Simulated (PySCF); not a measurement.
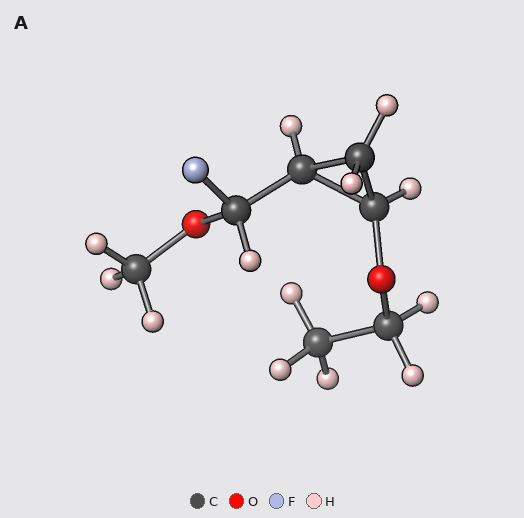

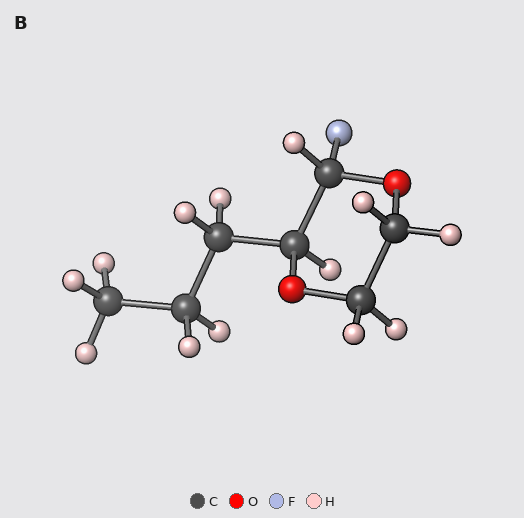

2 stationary structures of one formula. Geometries: PBE0-D3(BJ)/def2-SVP. Electronic energies: PBE0-D3(BJ)/def2-SVP (PySCF 2.14.0), without zero-point energy. No frequency run is at hand to confirm each as a minimum. Each is one conformer, not always the lowest.

**Which is lowest in energy, and by how much?**

B is lowest; A lies 108.4 kJ/mol above it. A is `CCO[C@@H]1C[C@@H]1[C@@H](F)OC`, B is `CCC[C@@H]1OCCO[C@H]1F`.
